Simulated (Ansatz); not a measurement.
```csv
atom,x (Å),y (Å),z (Å)
C,-1.6096,2.6416,-0.1174
Al,-1.1954,1.1885,1.0532
F,-1.8109,-0.1367,1.8274
O,0.6001,1.0589,1.6615
H,-2.7011,2.6537,-0.3150
H,-1.0821,2.5312,-1.0878
H,-1.3236,3.6158,0.3302
H,1.3692,1.6375,1.4664
H,0.8840,0.3335,2.2637
```

Geometry: PBE-D3(BJ)/def2-SVP.

Method: isolated molecule in a Gaussian basis; Kohn-Sham density functional theory, functional PBE0 in Ansatz.

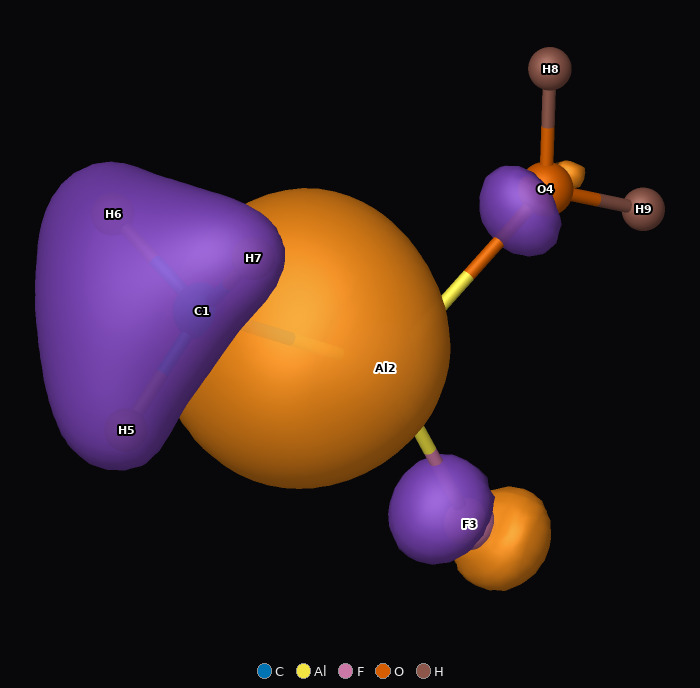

CH5AlFO (SMILES [CH3][Al]([OH2+])[F]) (charge +1). The HOMO at ±0.15 Å⁻³ᐟ² (orange and purple are the two phases), seen at a tilt.

Question: Where does this orbital lie, and at what energy?

Answer: By Hirshfeld shares it lies mainly on C1 (about 50 %) and Al2 (about 25 %). Its energy is −14.51 eV.
